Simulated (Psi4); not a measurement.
# M06-2X/def2-SVP run of SiH2Br2 (dibromosilane)

Aim: the vertical singlet–triplet gap of SiH2Br2 (dibromosilane) at M06-2X/def2-SVP, from 2 runs. 

The results are computed with Psi4 1.11.

2 further runs of the same task are left out: 2 that didn't finish.

### 1 The molecule

SiH2Br2: 5 atoms, total charge 0, spin state singlet. As SMILES, `Br[SiH2]Br`. The shape is that of a PBE0-D4/def2-TZVP optimisation.

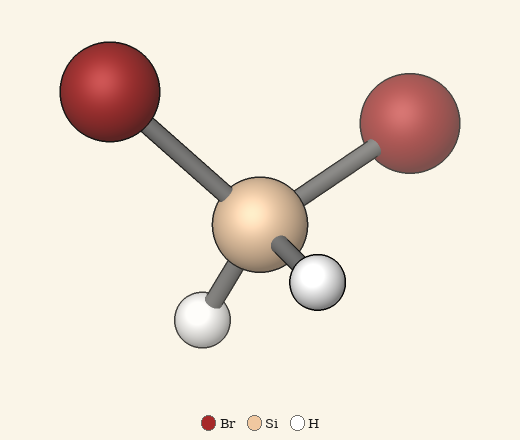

Viewed from a chosen angle; bromine red, silicon light orange, hydrogen white.

### 2 Energy and forces at M06-2X/def2-SVP

File br2h2si.in:

```
memory 2200 MB

molecule mol {
  Br    -1.672690    -1.239290     0.362310
  Si     0.158230    -0.046290     0.054680
  Br    -0.295570     1.814160    -1.042010
  H      1.103430    -0.843230    -0.751710
  H      0.706590     0.314640     1.376730
  units angstrom
  symmetry c1
  no_reorient
  no_com
}

set {
  basis                def2-SVP
  reference            rks
  puream               true
  e_convergence        1e-09
  d_convergence        1e-08
  scf_type             pk
  dft_radial_points    99
  dft_spherical_points 590
}

gradient("m06-2x")
```

Run with:

```bash
$ psi4 br2h2si.in br2h2si.out -n 1
```

br2h2si.out:

```text
[...]
  Running in c1 symmetry.
[...]
  Nuclear repulsion =  448.279262821226382
[...]
  Multiplicity = 1
[...]
  Nalpha       = 43
  Nbeta        = 43
[...]
    Number of basis functions: 92
[...]
   @RKS iter   1: -5437.94611082615302   -2.73040e+00   1.90364e-02 DIIS/ADIIS
[...]
   @RKS iter  10: -5438.44049639243076    2.72848e-12   3.16396e-09 DIIS
[...]
    Orbital Energies [Eh]
    ---------------------
    Doubly Occupied:
       1A   -485.284888     2A   -485.284868     3A    -67.094804
       4A    -63.317973     5A    -63.317955     6A    -57.155574
       7A    -57.155562     8A    -57.154066     9A    -57.154048
      10A    -57.153983    11A    -57.153968    12A     -9.023449
      13A     -9.023434    14A     -6.848415    15A     -6.848403
      16A     -6.841347    17A     -6.841336    18A     -6.841023
      19A     -6.841012    20A     -5.631258    21A     -3.944970
      22A     -3.943328    23A     -3.941230    24A     -2.880801
      25A     -2.880788    26A     -2.878470    27A     -2.878458
      28A     -2.878182    29A     -2.878170    30A     -2.872073
      31A     -2.872068    32A     -2.872061    33A     -2.872057
      34A     -0.888541    35A     -0.863126    36A     -0.619950
[...]
  @RKS Final Energy: -5438.44049639243076
   => Energetics <=
    Nuclear Repulsion Energy =            448.2792628212263821
    One-Electron Energy =               -8462.0620210722627235
    Two-Electron Energy =                2671.6906240953044289
    DFT Exchange-Correlation Energy =     -96.3483622366988470
    Empirical Dispersion Energy =           0.0000000000000000
    VV10 Nonlocal Energy =                  0.0000000000000000
    Total Energy =                      -5438.4404963924298499
[...]
 Multipole Moments:
 ------------------------------------------------------------------------------------
     Multipole            Electronic (a.u.)      Nuclear  (a.u.)        Total (a.u.)
 ------------------------------------------------------------------------------------
 L = 1.  Multiply by 2.5417464519 to convert [e a0] to [Debye]
 Dipole X            :        123.0570942         -122.5749308            0.4821633
 Dipole Y            :        -35.9395914           35.7985938           -0.1409977
 Dipole Z            :         42.4944953          -42.3278999            0.1665954
 Magnitude           :                                                    0.5292597
[...]
  -Total Gradient:
     Atom            X                  Y                   Z
    ------   -----------------  -----------------  -----------------
       1        0.002726329639     0.001590544448    -0.000356775899
       2       -0.003919233214     0.001141809791    -0.001352748449
       3        0.000835823669    -0.002646517831     0.001595643087
       4        0.000025719072    -0.000036792130    -0.000079624799
       5       -0.000003570257     0.000048742991     0.000077860193
[...]
```

It took 78 s on 1 thread of AMD EPYC (Zen 3), shared host; peak memory 0.96 GiB.

### 3 The triplet, same level

File br2h2si.xyz:

```xyz
5
Br2H2Si
Br    -1.672690    -1.239290     0.362310
Si     0.158230    -0.046290     0.054680
Br    -0.295570     1.814160    -1.042010
H      1.103430    -0.843230    -0.751710
H      0.706590     0.314640     1.376730
```

File run.py:

```python
import psi4

psi4.set_memory(2200000000)
psi4.set_num_threads(1)
psi4.core.set_output_file('br2h2si.out', False)

with open('br2h2si.xyz') as f:
    atoms = ''.join(f.readlines()[2:])
geom = psi4.geometry('0 3\n' + atoms + 'symmetry c1\nno_reorient\nno_com')

options = {'basis': 'def2-SVP', 'reference': 'uks', 'puream': True, 'e_convergence': 1e-09, 'd_convergence': 1e-08, 'scf_type': 'pk', 'dft_radial_points': 99, 'dft_spherical_points': 590, 'maxiter': 100}
psi4.set_options(options)

energy_value, wavefunction = psi4.gradient("m06-2x", return_wfn=True)
psi4.oeprop(wavefunction, "MULLIKEN_CHARGES", "QUADRUPOLE", "DIPOLE")
print('gradient / Eh bohr^-1')
print(energy_value.np.round(6))
print(f'energy = {wavefunction.energy():.10f} Eh')
```

Run with:

```bash
$ python run.py
```

br2h2si.out:

```text
[...]
  Running in c1 symmetry.
[...]
  Nuclear repulsion =  448.279262821226382
[...]
  Multiplicity = 3
[...]
  Nalpha       = 44
  Nbeta        = 42
[...]
    Number of basis functions: 92
[...]
   @UKS iter   1: -5437.69895111506958   -2.48324e+00   1.89002e-02 DIIS/ADIIS
[...]
   @UKS iter  19: -5438.18690457021057    1.81899e-12   4.04511e-09 DIIS
[...]
   @S^2 Observed:                2.003777668E+00
[...]
    Orbital Energies [Eh]
    ---------------------
    Alpha Occupied:
       1A   -485.294009     2A   -485.293854     3A    -67.030520
       4A    -63.326583     5A    -63.326428     6A    -57.164640
       7A    -57.164480     8A    -57.163329     9A    -57.163178
      10A    -57.161885    11A    -57.161733    12A     -9.034155
      13A     -9.033995    14A     -6.858287    15A     -6.858108
      16A     -6.855225    17A     -6.855076    18A     -6.849421
      19A     -6.849269    20A     -5.579372    21A     -3.890845
      22A     -3.889277    23A     -3.885568    24A     -2.890593
      25A     -2.890425    26A     -2.890018    27A     -2.889854
      28A     -2.885485    29A     -2.885318    30A     -2.883711
      31A     -2.883566    32A     -2.882661    33A     -2.882511
      34A     -0.901313    35A     -0.881011    36A     -0.627354
[...]
  @UKS Final Energy: -5438.18690457021057
   => Energetics <=
    Nuclear Repulsion Energy =            448.2792628212263821
    One-Electron Energy =               -8461.9384387960672029
    Two-Electron Energy =                2671.8216349815966169
    DFT Exchange-Correlation Energy =     -96.3493635769661267
    Empirical Dispersion Energy =           0.0000000000000000
    VV10 Nonlocal Energy =                  0.0000000000000000
    Total Energy =                      -5438.1869045702105723
[...]
  -Total Gradient:
     Atom            X                  Y                   Z
    ------   -----------------  -----------------  -----------------
       1        0.050453903721     0.057958208170    -0.022122714656
       2       -0.020182861841     0.006036762721    -0.007046505634
       3       -0.007446983409    -0.070663414922     0.037052099833
       4       -0.012263302820     0.005468115363    -0.000136167444
       5       -0.010826658317     0.001277777173    -0.007838422295
[...]
 Multipole Moments:
 ------------------------------------------------------------------------------------
     Multipole            Electronic (a.u.)      Nuclear  (a.u.)        Total (a.u.)
 ------------------------------------------------------------------------------------
 L = 1.  Multiply by 2.5417464519 to convert [e a0] to [Debye]
 Dipole X            :        122.8879711         -122.5749308            0.3130403
 Dipole Y            :        -35.8881733           35.7985938           -0.0895796
 Dipole Z            :         42.4349991          -42.3278999            0.1070992
 Magnitude           :                                                    0.3427666
 L = 2.  Multiply by 1.3450342976 to convert [e a0^2] to [Debye ang]
 Quadrupole XX       :       -406.6569870          368.0025609          -38.6544261
 Quadrupole XY       :       -189.8882730          189.1775837           -0.7106893
[...]
  Mulliken Charges: (a.u.)
   Center  Symbol    Alpha    Beta     Spin     Total
       1    BR    17.80134 17.30063  0.50072 -0.10197
       2    SI     7.29359  6.55296  0.74063  0.15345
       3    BR    17.80165 17.29961  0.50204 -0.10125
       4     H     0.55171  0.42340  0.12831  0.02489
       5     H     0.55171  0.42340  0.12831  0.02489
   Total alpha = 44.00000, Total beta = 42.00000, Total charge =  0.00000
```

On the terminal:

```text
gradient / Eh bohr^-1
[[ 0.050454  0.057958 -0.022123]
 [-0.020183  0.006037 -0.007047]
 [-0.007447 -0.070663  0.037052]
 [-0.012263  0.005468 -0.000136]
 [-0.010827  0.001278 -0.007838]]
energy = -5438.1869045702 Eh
```

Run time: 2.7 min. Hardware: 1 thread of AMD EPYC (Zen 3), shared host; peak memory 0.96 GiB.

### 4 Results

Level: M06-2X/def2-SVP.

```
                                        quantity           value
                           singlet: total energy  -5438.44050 Eh
                          singlet: dipole moment          1.35 D
                            singlet: HOMO energy        -9.73 eV
                            singlet: LUMO energy         0.50 eV
                          singlet: HOMO–LUMO gap        10.23 eV
               singlet: largest force on an atom      0.221 eV/Å
                           triplet: total energy  -5438.18690 Eh
                          triplet: dipole moment          0.87 D
     triplet: HOMO energy (highest over α and β)        -2.95 eV
                                   triplet: ⟨S²⟩           2.004
               triplet: largest force on an atom      4.121 eV/Å
vertical energy of the triplet above the singlet        6.901 eV
```

At this shape the triplet lies 6.90 eV (159 kcal/mol) above the singlet. Mulliken charges (triplet) run from -0.10 on Br1 to +0.15 on Si2; they depend strongly on the basis.
